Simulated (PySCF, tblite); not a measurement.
# C4H4F4O2: a rotation path, then NMR shifts on frames, part 2 of 2

tblite 0.8.0 and PySCF 2.14.0. Atoms count from 0. Earlier steps stand in the parts before.

## (5) Nuclear shieldings: image 4, PBE0/pcSseg-1

What the job is given:

```
{"job": {"kind": "nmr", "xc": "PBE0", "basis": "pcSseg-1", "pop": false}, "charge": 0, "multiplicity": 1}
F     -1.286000     1.737000     1.155100
C     -1.371600     0.788000     0.195400
C     -1.759100    -0.623300     0.652100
O     -0.598900    -1.154200    -0.009100
C     -0.054300     0.117600    -0.235800
O      0.981500     0.437500     0.677300
C      2.182800    -0.100700     0.482300
F      2.246900    -0.962800    -0.533400
F      3.094300     0.846900     0.223100
F      2.608800    -0.741600     1.568700
H     -1.953300     1.198000    -0.634300
H     -1.701300    -0.758000     1.734400
H     -2.678700    -1.044800     0.249100
H      0.288100     0.259900    -1.266900
```

Method: GIAO PBE0/pcSseg-1 NMR shielding, non-relativistic, gas phase.

Output:

```text
coarse grid: 13344 points
cycle   1  E = -703.5013742989  dE =  1.983e+00  |g| = 1.209e+00  |ddm| = 3.326e+00
cycle   2  E = -703.2566997580  dE =  2.447e-01  |g| = 1.765e+00  |ddm| = 1.591e+00
cycle   3  E = -703.7425912237  dE = -4.859e-01  |g| = 1.002e-01  |ddm| = 1.004e+00
cycle   4  E = -703.7432912829  dE = -7.001e-04  |g| = 7.775e-02  |ddm| = 1.006e-01
cycle   5  E = -703.7442899060  dE = -9.986e-04  |g| = 9.011e-03  |ddm| = 5.070e-02
cycle   6  E = -703.7443002969  dE = -1.039e-05  |g| = 4.237e-03  |ddm| = 8.461e-03
cycle   7  E = -703.7443031668  dE = -2.870e-06  |g| = 5.827e-04  |ddm| = 3.038e-03
final grid: 135152 points
cycle   8  E = -703.8498594791  dE = -4.769e-05  |g| = 1.323e-02  |ddm| = 2.854e-02
cycle   9  E = -703.8498273226  dE =  3.216e-05  |g| = 1.921e-02  |ddm| = 1.731e-02
cycle  10  E = -703.8498896277  dE = -6.231e-05  |g| = 1.157e-03  |ddm| = 1.053e-02
cycle  11  E = -703.8498898533  dE = -2.255e-07  |g| = 3.328e-04  |ddm| = 1.010e-03
cycle  12  E = -703.8498898684  dE = -1.508e-08  |g| = 1.336e-04  |ddm| = 2.661e-04
cycle  13  E = -703.8498898713  dE = -2.990e-09  |g| = 3.139e-05  |ddm| = 1.072e-04
cycle  14  E = -703.8498898715  dE = -1.369e-10  |g| = 9.710e-06  |ddm| = 2.102e-05
converged SCF energy = -703.8498898715

GIAO shielding tensors (ppm)
atom      isotropic    diamagn.    paramagn.     s11        s22        s33       span
  0 F      386.367     469.625     -83.257    341.350    386.440    431.312     89.962
  1 C      100.581     244.397    -143.815     70.673     90.614    140.457     69.784
  2 C      106.607     248.125    -141.517     76.714     88.769    154.338     77.624
  3 O      260.495     396.319    -135.824    159.165    271.000    351.320    192.154
  4 C       79.410     244.774    -165.364     55.843     80.719    101.667     45.824
  5 O      179.457     401.039    -221.582    136.243    186.754    215.372     79.129
  6 C       55.551     236.954    -181.403     48.146     56.100     62.408     14.263
  7 F      249.750     474.087    -224.337    184.965    221.011    343.272    158.307
  8 F      234.704     468.428    -233.724    169.045    184.842    350.225    181.180
  9 F      233.342     468.834    -235.492    166.922    189.347    343.756    176.835
 10 H       26.218      29.015      -2.798     22.352     26.270     30.032      7.680
 11 H       26.498      28.585      -2.088     23.825     24.604     31.064      7.239
 12 H       26.795      28.082      -1.287     24.081     24.977     31.326      7.245
 13 H       25.665      30.880      -5.215     21.584     26.993     28.418      6.833
```

It took 20 s on 1 thread of Intel Xeon 6975P-C, shared host; peak memory 0.9 GiB.

In short: δ C6 131.4, C4 107.5, C1 86.3, C2 80.3, H13 6.05, H10 5.50 ppm.

## (6) NMR shieldings: image 6, PBE0/pcSseg-1

What the job is given:

```
{"job": {"kind": "nmr", "xc": "PBE0", "basis": "pcSseg-1", "pop": false}, "charge": 0, "multiplicity": 1}
F     -1.291600     1.812200     0.989300
C     -1.379300     0.765300     0.137200
C     -1.741200    -0.591200     0.751700
O     -0.578300    -1.177400     0.143700
C     -0.061600     0.066700    -0.243900
O      0.999600     0.520100     0.580300
C      2.183300    -0.070200     0.449700
F      2.424200    -0.537900    -0.782000
F      3.142000     0.810900     0.720600
F      2.364100    -1.100500     1.280300
H     -1.977600     1.078500    -0.722100
H     -1.672400    -0.605500     1.841400
H     -2.659500    -1.064300     0.406400
H      0.247500     0.092700    -1.294700
```

With the program's defaults for keys left out, this is: GIAO PBE0/pcSseg-1 NMR shielding, non-relativistic, gas phase.

Output:

```text
coarse grid: 13344 points
cycle   1  E = -703.5034402728  dE =  1.983e+00  |g| = 1.207e+00  |ddm| = 3.320e+00
cycle   2  E = -703.2612172744  dE =  2.422e-01  |g| = 1.760e+00  |ddm| = 1.573e+00
cycle   3  E = -703.7434716978  dE = -4.823e-01  |g| = 9.886e-02  |ddm| = 9.920e-01
cycle   4  E = -703.7441490999  dE = -6.774e-04  |g| = 7.683e-02  |ddm| = 9.831e-02
cycle   5  E = -703.7451227922  dE = -9.737e-04  |g| = 9.128e-03  |ddm| = 4.990e-02
cycle   6  E = -703.7451334846  dE = -1.069e-05  |g| = 4.290e-03  |ddm| = 8.566e-03
cycle   7  E = -703.7451364452  dE = -2.961e-06  |g| = 5.933e-04  |ddm| = 3.096e-03
final grid: 135152 points
cycle   8  E = -703.8510593531  dE = -4.779e-05  |g| = 1.336e-02  |ddm| = 2.780e-02
cycle   9  E = -703.8510266195  dE =  3.273e-05  |g| = 1.941e-02  |ddm| = 1.753e-02
cycle  10  E = -703.8510901999  dE = -6.358e-05  |g| = 1.135e-03  |ddm| = 1.060e-02
cycle  11  E = -703.8510904152  dE = -2.153e-07  |g| = 3.374e-04  |ddm| = 9.906e-04
cycle  12  E = -703.8510904307  dE = -1.559e-08  |g| = 1.325e-04  |ddm| = 2.636e-04
cycle  13  E = -703.8510904337  dE = -2.936e-09  |g| = 3.168e-05  |ddm| = 1.065e-04
cycle  14  E = -703.8510904338  dE = -1.414e-10  |g| = 9.733e-06  |ddm| = 2.122e-05
converged SCF energy = -703.8510904338

GIAO shielding tensors (ppm)
atom      isotropic    diamagn.    paramagn.     s11        s22        s33       span
  0 F      386.634     469.710     -83.076    342.225    385.931    431.746     89.521
  1 C      100.441     244.502    -144.061     70.618     90.601    140.103     69.485
  2 C      106.143     248.156    -142.013     75.676     88.410    154.343     78.667
  3 O      264.693     396.416    -131.723    169.178    272.202    352.698    183.520
  4 C       79.415     244.652    -165.238     56.558     80.921    100.765     44.207
  5 O      179.094     400.726    -221.632    141.951    183.562    211.769     69.818
  6 C       55.986     236.401    -180.415     49.384     55.254     63.320     13.936
  7 F      254.171     473.523    -219.352    173.461    239.363    349.687    176.226
  8 F      240.715     467.334    -226.619    173.243    197.413    351.491    178.248
  9 F      232.227     470.527    -238.300    162.021    190.129    344.531    182.509
 10 H       26.220      29.071      -2.850     22.338     26.268     30.055      7.717
 11 H       26.469      28.556      -2.087     23.713     24.609     31.083      7.370
 12 H       26.753      28.071      -1.317     24.060     24.937     31.263      7.203
 13 H       25.582      30.858      -5.275     21.324     27.263     28.160      6.836
```

Run time: 20 s. Hardware: 1 thread of Intel Xeon 6975P-C, shared host; peak memory 0.89 GiB.

In short: δ C6 130.9, C4 107.5, C1 86.5, C2 80.8, H13 6.13, H10 5.50 ppm.

## (7) Nuclear shieldings: image 8, PBE0/pcSseg-1

What the job is given:

```
{"job": {"kind": "nmr", "xc": "PBE0", "basis": "pcSseg-1", "pop": false}, "charge": 0, "multiplicity": 1}
F     -1.284100     1.869600     0.808700
C     -1.379600     0.735300     0.077100
C     -1.739200    -0.544600     0.840800
O     -0.582900    -1.196500     0.289800
C     -0.062500    -0.003000    -0.228800
O      0.994800     0.534200     0.551800
C      2.183400    -0.040600     0.416700
F      2.621100    -0.049200    -0.855600
F      3.073700     0.632900     1.129900
F      2.230200    -1.312000     0.821400
H     -1.986700     0.951300    -0.805200
H     -1.661200    -0.435100     1.924500
H     -2.662800    -1.049800     0.560800
H      0.255100    -0.092900    -1.274200
```

Level: GIAO PBE0/pcSseg-1 NMR shielding, non-relativistic, gas phase.

Output:

```text
coarse grid: 13344 points
cycle   1  E = -703.5045726829  dE =  1.983e+00  |g| = 1.208e+00  |ddm| = 3.324e+00
cycle   2  E = -703.2584902910  dE =  2.461e-01  |g| = 1.767e+00  |ddm| = 1.582e+00
cycle   3  E = -703.7453670436  dE = -4.869e-01  |g| = 9.933e-02  |ddm| = 9.985e-01
cycle   4  E = -703.7460505784  dE = -6.835e-04  |g| = 7.726e-02  |ddm| = 9.943e-02
cycle   5  E = -703.7470363954  dE = -9.858e-04  |g| = 9.192e-03  |ddm| = 5.043e-02
cycle   6  E = -703.7470472634  dE = -1.087e-05  |g| = 4.309e-03  |ddm| = 8.599e-03
cycle   7  E = -703.7470502454  dE = -2.982e-06  |g| = 5.979e-04  |ddm| = 3.093e-03
final grid: 135152 points
cycle   8  E = -703.8523861835  dE = -4.684e-05  |g| = 1.331e-02  |ddm| = 2.661e-02
cycle   9  E = -703.8523531565  dE =  3.303e-05  |g| = 1.941e-02  |ddm| = 1.737e-02
cycle  10  E = -703.8524166231  dE = -6.347e-05  |g| = 1.125e-03  |ddm| = 1.064e-02
cycle  11  E = -703.8524168336  dE = -2.105e-07  |g| = 3.402e-04  |ddm| = 9.835e-04
cycle  12  E = -703.8524168497  dE = -1.608e-08  |g| = 1.290e-04  |ddm| = 2.643e-04
cycle  13  E = -703.8524168525  dE = -2.763e-09  |g| = 3.232e-05  |ddm| = 1.048e-04
cycle  14  E = -703.8524168526  dE = -1.478e-10  |g| = 9.686e-06  |ddm| = 2.158e-05
converged SCF energy = -703.8524168526

GIAO shielding tensors (ppm)
atom      isotropic    diamagn.    paramagn.     s11        s22        s33       span
  0 F      386.191     469.938     -83.748    340.297    385.803    432.472     92.175
  1 C      100.155     244.414    -144.259     70.215     90.501    139.751     69.536
  2 C      105.848     248.363    -142.515     75.337     88.200    154.008     78.671
  3 O      264.368     396.047    -131.679    169.670    272.142    351.293    181.623
  4 C       79.640     245.002    -165.362     54.979     81.503    102.438     47.459
  5 O      176.737     400.826    -224.088    142.838    174.603    212.770     69.932
  6 C       56.168     236.242    -180.074     51.318     52.953     64.231     12.913
  7 F      252.047     472.668    -220.621    164.500    226.687    364.953    200.453
  8 F      244.004     467.327    -223.323    179.327    201.574    351.110    171.783
  9 F      237.531     472.182    -234.652    163.988    204.200    344.403    180.416
 10 H       26.195      29.077      -2.882     22.369     26.221     29.994      7.625
 11 H       26.476      28.592      -2.116     23.727     24.626     31.075      7.348
 12 H       26.752      28.091      -1.339     24.055     24.922     31.278      7.223
 13 H       25.634      30.852      -5.218     21.127     27.532     28.243      7.116
```

Run time: 19 s. Hardware: 1 thread of Intel Xeon 6975P-C, shared host; peak memory 0.9 GiB.

In short: δ C6 130.8, C4 107.3, C1 86.8, C2 81.1, H13 6.08, H10 5.52 ppm.

## (8) Run by run: NMR shifts

Shifts (ppm) of some atoms, chosen among heavy atoms and hydrogens apart, with basis size and wall time:

```tsv
frame	H13	H12	F7	F9	F8	O5	O3	functions	time
image 0	6.09	4.96	-66.6	-73.2	-80.9	159.8	72.0	190	24 s
image 2	5.98	4.92	-72.4	-72.3	-70.9	158.8	74.8	190	19 s
image 4	6.05	4.92	-78.8	-62.4	-63.8	156.6	75.6	190	20 s
image 6	6.13	4.96	-83.2	-61.3	-69.8	157.0	71.4	190	20 s
image 8	6.08	4.97	-81.1	-66.6	-73.1	159.3	71.7	190	19 s
```

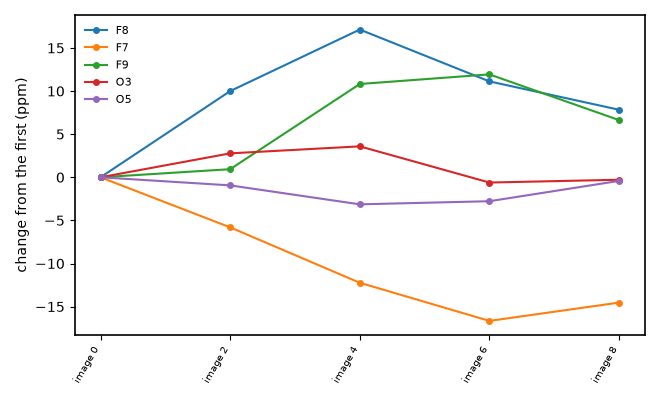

How five of the tabulated atoms move from run to run.

## (9) Results

What follows sums up all 2 parts.

```
                                         quantity                               value
                                          barrier  0.067 eV (1.5 kcal/mol) at image 4
                            end to end (GFN2-xTB)                            0.000 eV
  ¹³C shifts against TMS (PBE0/pcSseg-1, image 0)        130.8, 107.3, 86.8, 81.0 ppm
   ¹H shifts against TMS (PBE0/pcSseg-1, image 0)          6.09, 5.53, 5.23, 4.96 ppm
¹⁹F shifts against CFCl3 (PBE0/pcSseg-1, image 0)     -66.6, -73.2, -80.9, -215.3 ppm
  ¹⁷O shifts against H2O (PBE0/pcSseg-1, image 0)                     159.8, 72.0 ppm
            surface potential, least and greatest                  -1.18 V and 1.61 V
                         range of the shift of F8                  -80.9 to -63.8 ppm
```

**Reading.** Along the band the dihedral turns by 121°, and the top (dihedral -4°) lies 1.5 kcal/mol above the start (GFN2-xTB, rough), so at room temperature this motion is fast. The top was not checked by a frequency run. Shifts at one fixed geometry are not the observed spectrum, which averages over the motion. In the first frame run (image 0): The largest span, 201 ppm, is at F8, where the paramagnetic term is -221 ppm. Across the 5 runs the shift of F8 moves most, between -80.9 (image 0) and -63.8 ppm (image 4).
